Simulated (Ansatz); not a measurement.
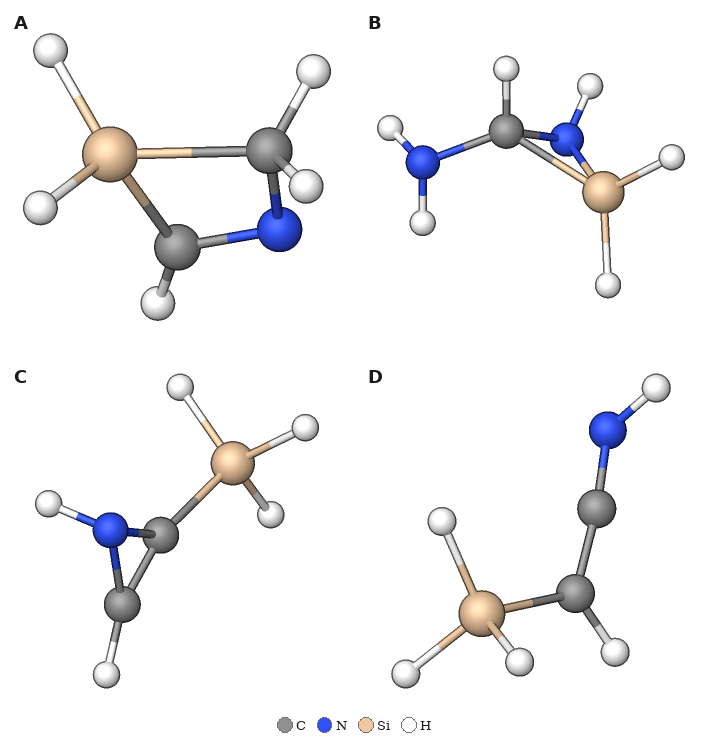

Source: calculation with Ansatz.

### Which panel belongs to which SMILES?
(1) [SiH3]C1=CN1
(2) N[C@@H]1N[SiH2]1
(3) C1=NC[SiH2]1
(4) N=C=C[SiH3]

A is (3), B is (2), C is (1), D is (4).
